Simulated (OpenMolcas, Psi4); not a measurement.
# TiHCl3O (SMILES Cl[Ti](Cl)(Cl)O): methods side by side

TiHCl3O has 6 atoms, charge 0, and is taken as a singlet. As SMILES, `Cl[Ti](Cl)(Cl)O`. Geometry: relaxed at PBE0-D4/def2-TZVP.

Each level gives the HOMO–LUMO gap (eV). The values are calculated.

```tsv
level	kind	program	value (eV)	CPU time
HF/def2-SVP	Hartree–Fock	Psi4	12.84	5.4 s
SVWN5/def2-SVP	LDA	OpenMolcas	3.71	43 s
BLYP/def2-SVP	GGA	OpenMolcas	3.70	46 s
PBE/def2-SVP	GGA	OpenMolcas	3.74	49 s
revPBE/def2-SVP	GGA	OpenMolcas	3.75	47 s
M06-2X/def2-SVP	hybrid meta-GGA	OpenMolcas	8.23	53 s
PBE0/def2-SVP	global hybrid	OpenMolcas	5.86	52 s
B2PLYP/def2-SVP	double hybrid	OpenMolcas	8.33	36 s
```

The values span 3.70 to 12.84 eV. Orbital gaps aren't excitation energies, and those of double hybrids come from the SCF part alone; they tend to grow with the share of exact exchange. CPU times are rough (shared hosts, several kinds of processor and program).

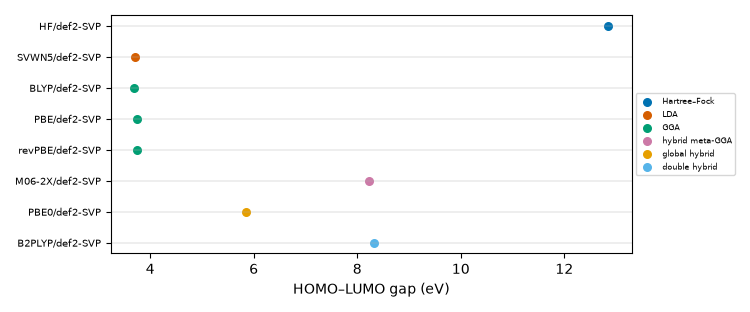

The values of the table, level by level.
